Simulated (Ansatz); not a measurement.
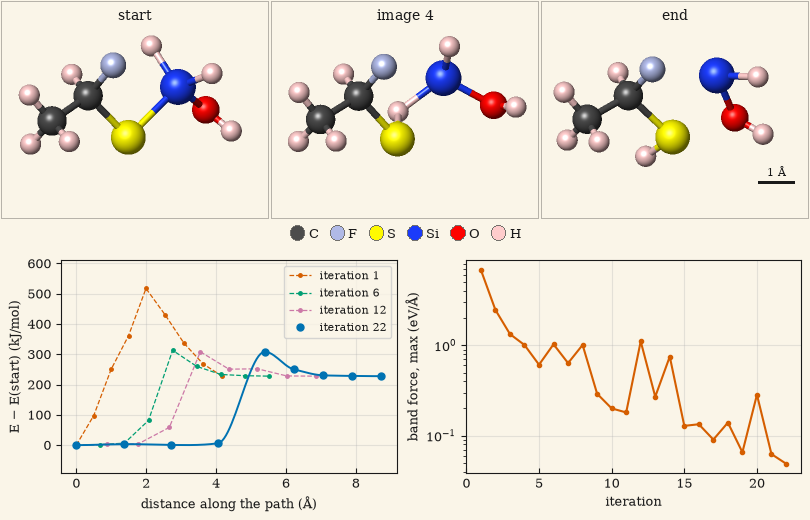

NEB run on C₂H₇FOSSi. Images are numbered from 0 (start) to 8 (end). The plot follows the band through its iterations. Style: ball-and-stick. Shown at a tilt.

Computed with RKS BHLYP/6-31G* (Ansatz). Run with 7 movable images; climbing image; force threshold 0.05 eV/Å; iteration limit 43; starting path through a guess of the saddle point.

Judge this run.

The run is converged, with reservations. The band converged in 22 iterations. The largest component of the band force went from 6.9 to 0.049 eV/Å. The climbing image converged on the top of the path. Its vibrational analysis gives one imaginary mode (1098i cm⁻¹), as a transition state must have. The first iteration put the highest image at 517.4 kJ/mol. Forward barrier 308.3 kJ/mol, backward barrier 80.5 kJ/mol, with image 4 at the top; the reaction energy is +227.8 kJ/mol.
